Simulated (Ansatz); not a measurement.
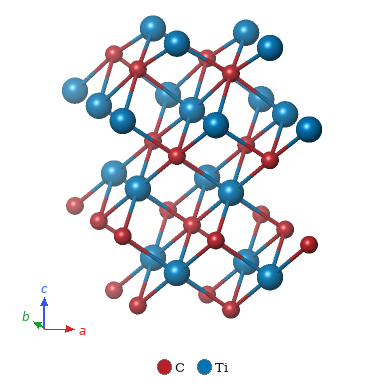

System: N on a slab of content TiC. The picture shows the clean slab (repeated in the plane, vacuum cut away).

Starting cell:
```yaml
crystal:
  lattice:
    - [3.06040, 0.00000, 0.00000]
    - [-1.53020, 2.65030, 0.00000]
    - [0.00000, 0.00000, 25.74570]
  atoms:
    - { symbol: C, position: [0.33333, 0.66667, 0.33015] }
    - { symbol: Ti, position: [0.66667, 0.33333, 0.37868] }
    - { symbol: C, position: [0.00000, 0.00000, 0.42721] }
    - { symbol: Ti, position: [0.33333, 0.66667, 0.47574] }
    - { symbol: C, position: [0.66667, 0.33333, 0.52429] }
    - { symbol: Ti, position: [0.00000, 0.00000, 0.57072] }
    - { symbol: C, position: [0.33333, 0.66667, 0.62426] }
    - { symbol: Ti, position: [0.66667, 0.33333, 0.66423] }
```

Computed with Ansatz 0.2.0: adsorption at several starting sites on a slab cut from the named crystal, one adsorbate a surface cell, the lower planes held, the adsorption energy counts from the clean slab and the free, spin-polarised adsorbate, negative where bound, plane waves with PAW datasets, Γ-centred k mesh. Level: r2SCAN, no spin polarisation.

- crystal formula: TiC
- crystal space group number: 225
- Miller index h: 1
- Miller index k: 1
- Miller index l: 1
- top plane: Ti
- bottom plane: C
- planes: 8
- surface cell: (1, 1)
- slab thickness as cut: 8.75 Å
- vacuum: 17 Å
- surface area: 8.111 Å²
- wave cutoff: 500 eV
- k mesh: 12×12×1
- occupations: Gaussian
- smearing width: 0.1 eV
- boundary: dipole corrected
- adsorbate: N

Sites are named by a rule of distances and placed in fractions of the cell vectors a and b; the slab's top layers relax too; key: 1 = top site at (0.67, 0.33); 2 = hollow site at (0.00, 0.00); 3 = bridge site at (0.17, 0.83).

Predict the adsorption energy of each starting site.

The adsorbate slid sideways from no. 3 (by 0.9 Å). Among these starts the lowest are no. 2 and no. 3, which are equal within what the calculation resolves; no. 1 is 3.391 eV higher.

```
starting site  adsorption energy (eV)  height over highest slab atom (Å)  lateral move (Å)  dipole change (e Å)
        no. 1                  -2.443                              1.783              0.00               -0.197
        no. 2                  -5.834                              0.775              0.00               -0.133
        no. 3                  -5.834                              0.774              0.88               -0.133
```

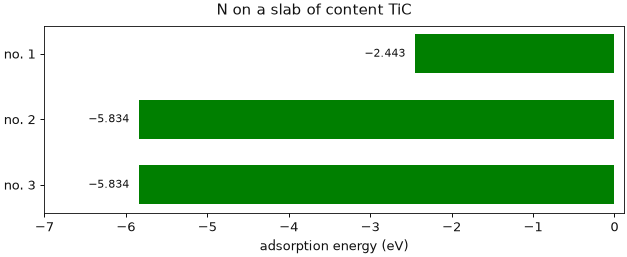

Note: no spin polarisation, a magnetic state may lie lower; xc potential rough in thin density.
